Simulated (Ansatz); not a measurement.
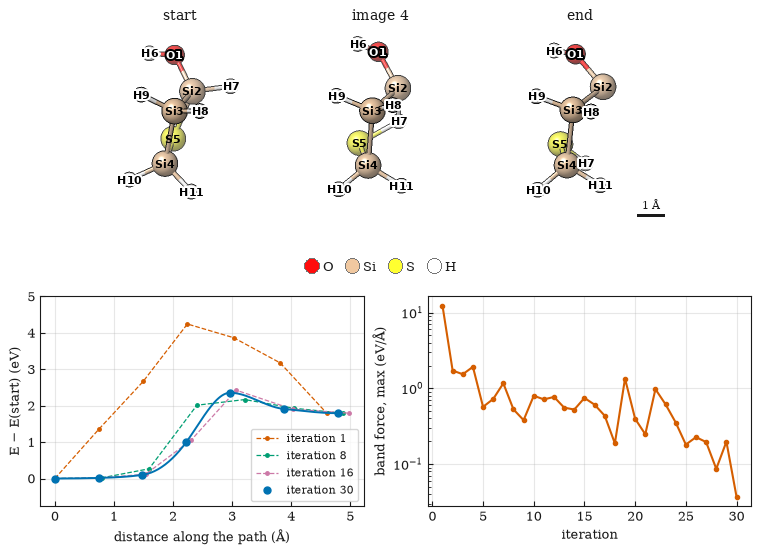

A nudged-elastic-band calculation for Si$_{3}$H$_{6}$SO. Images are numbered from 0 (start) to 6 (end). The plot follows the band through its iterations. Style: ball-and-stick. Shown from a free direction.

Level of theory: RKS B3LYP-D4/def2-SVP in Ansatz. Set-up: 5 movable images; climbing image; force threshold 0.05 eV/Å; iteration limit 60; starting path through a guess of the saddle point.

**How did the profile develop, and is the result final?**

The result is final at these settings. The band converged in 30 iterations. The largest component of the band force went from 12 to 0.037 eV/Å. The climbing image converged on the top of the path. Its vibrational analysis gives one imaginary mode (895i cm⁻¹), as a transition state must have. The first iteration put the highest image at 4.24 eV. Forward barrier 2.36 eV, backward barrier 0.56 eV, with image 4 at the top; the reaction energy is +1.79 eV.

Cost: 9.1 min on 2 threads of Arm Neoverse V1 (shared host), peak memory 0.29 GiB.
